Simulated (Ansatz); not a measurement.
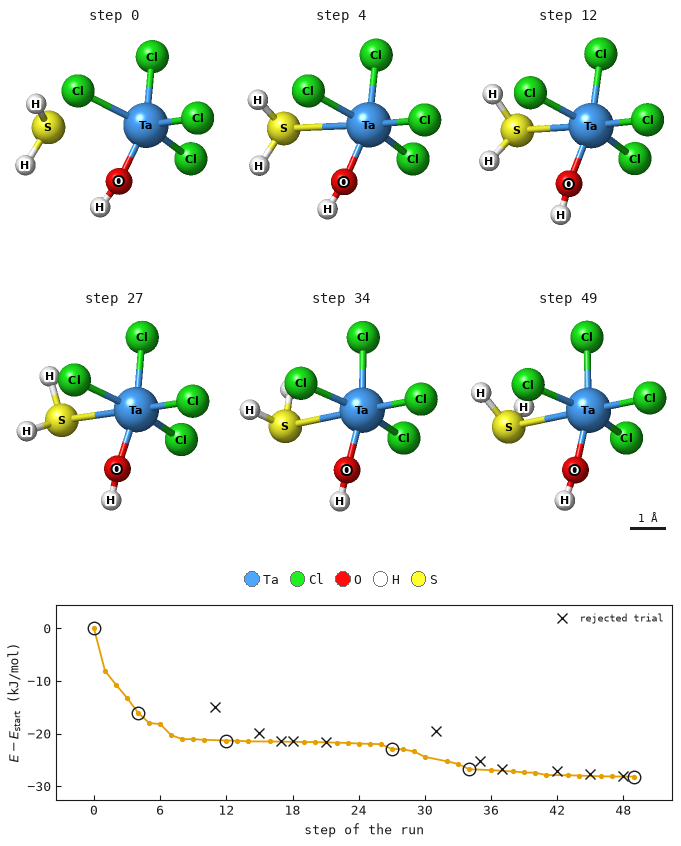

Frames of a relaxation of TaH3SOCl4, marked on the history of the run. Style: ball-and-stick. Shown at a tilt.

The run prepares an end point of a later path (reaction) calculation, from a guessed geometry.

The calculation used Ansatz, RHF/def2-SVP.

The input:
```yaml
crystal:
  periodic: [false, false, false]
  atoms:
    - { symbol: Ta, position_ang: [-0.327301, 0.279877, 0.130178] }
    - { symbol: Cl, position_ang: [2.112376, 0.444601, 0.166699] }
    - { symbol: Cl, position_ang: [-0.194829, 0.425804, 2.468261] }
    - { symbol: O, position_ang: [-0.149056, -0.650788, -1.450916] }
    - { symbol: H, position_ang: [-0.010851, -1.381324, -2.033079] }
    - { symbol: Cl, position_ang: [-0.900232, 2.379006, -0.531443] }
    - { symbol: Cl, position_ang: [-2.436367, -0.698941, 0.436285] }
    - { symbol: S, position_ang: [1.185649, -2.926735, 1.173485] }
    - { symbol: H, position_ang: [1.476574, -3.535961, 0.017507] }
    - { symbol: H, position_ang: [2.170436, -1.98234, 1.039323] }
basis:
  gaussian: { orbitals: def2-SVP }
hamiltonian:
  xc: hf
relax:
  f_tol: 0.03
  max_steps: 50
```

Launched with:
```bash
ansatz run input.yaml --threads 4 --pin off --max-ram 5120MiB --backend cpu --events-out ev --progress --plain --runs-dir out
```

What happens along the run?

The relaxation stopped without meeting its thresholds, so the last structure isn't shown to be converged. It used up its limit of 50 steps. Over 38 accepted moves (49 points after the start) the energy falls by 28.2 kJ/mol. Largest force component: 0.87 eV/Å at the start, 0.055 eV/Å at the end. The line search rejected the trial steps at points 11, 15, 17, 18, 21, 31, 35, 37 and more of the run. The forces were under the threshold at step 19, but the run went on from there. The largest move after the best rigid fit is that of H10, 2.04 Å. Largest moves by element: H 2.04 Å, S 0.76 Å, Cl 0.60 Å, Ta 0.34 Å, O 0.25 Å. Among the contacts that change: Ta1–S8 3.696 → 2.993 Å, Ta1–Cl2 2.446 → 2.372 Å, S8–H10 1.371 → 1.336 Å, Ta1–Cl3 2.346 → 2.381 Å. New bonds form, among them: Ta1–S8 (3.70 → 2.99 Å). Among the angles between lasting bonds that change: Cl3–Ta1–O4 151.7° → 163.0°, Cl3–Ta1–Cl6 104.3° → 97.9°, Ta1–O4–H5 159.0° → 164.8°. The run took 2 min on 4 threads of Arm Neoverse V1 (shared host), peak memory 0.51 GiB. From step 0 to 4: H10 moves most (0.37 Å), energy −16.0 kJ/mol. From step 4 to 12: H9 moves most (0.39 Å), energy −5.28 kJ/mol. From step 12 to 27: H atoms move most (0.55 Å), energy −1.61 kJ/mol. From step 27 to 34: H10 moves most (0.67 Å), energy −3.83 kJ/mol. From step 34 to 49: H9 moves most (0.52 Å), energy −1.42 kJ/mol.

```
step  E − E(0), kJ/mol  largest force component, eV/Å      note
   0              0.00                         0.8679          
   1             -8.08                         0.5429          
   2            -10.69                         0.6963          
   3            -13.20                         0.2625          
   4            -16.02                         0.1937          
   5            -17.98                         0.4469          
   6            -18.16                         0.6273          
   7            -20.29                         0.2005          
   8            -21.02                         0.1619          
   9            -21.05                         0.1508          
  10            -21.16                         0.1062          
  12            -21.30                         0.0848          
  14            -21.47                         0.0335          
  16            -21.48                         0.1104          
  18            -21.41                         0.0909  rejected
  20            -21.60                         0.1098          
  22            -21.69                         0.0744          
  24            -21.87                         0.0883          
  26            -21.99                         0.2601          
  28            -22.97                         0.4664          
  31            -19.49                         1.1430  rejected
  33            -25.74                         0.2501          
  35            -25.25                         0.7941  rejected
  37            -26.68                         0.3119  rejected
  39            -27.38                         0.0945          
  41            -27.86                         0.0337          
  43            -27.90                         0.0201          
  45            -27.75                         0.3000  rejected
  47            -28.13                         0.0670          
  49            -28.16                         0.0554
```

Limits of the set-up: the start holds two separate molecules, 2.6 Å apart at their closest, whose relative position is a soft coordinate and is computed without a dispersion correction; Hartree-Fock leaves out electron correlation.
